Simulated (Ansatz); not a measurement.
## A computed series for GaS: response to strain

The reference is GaS in the beta-GaS type structure (space group P6_3/mmc, No. 194; a = 3.534 Å, c = 15.041 Å; layered, stacked along the Cartesian z axis).

Strains are applied to the cell and any free atomic positions relax.

Computed with Ansatz (an electronic-structure program), PBEsol-D3(BJ), PAW, cutoff 420 eV, no SOC, earlier PAW set.

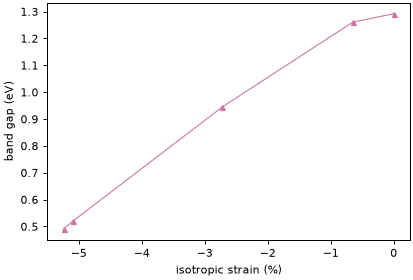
Band gap against isotropic strain

| isotropic strain (%) | band gap |
|---|---|
| -5.24 | 0.49 eV |
| -5.1 | 0.52 eV |
| -2.72 | 0.94 eV |
| -0.65 | 1.26 eV |

Stability against distortions was not tested.
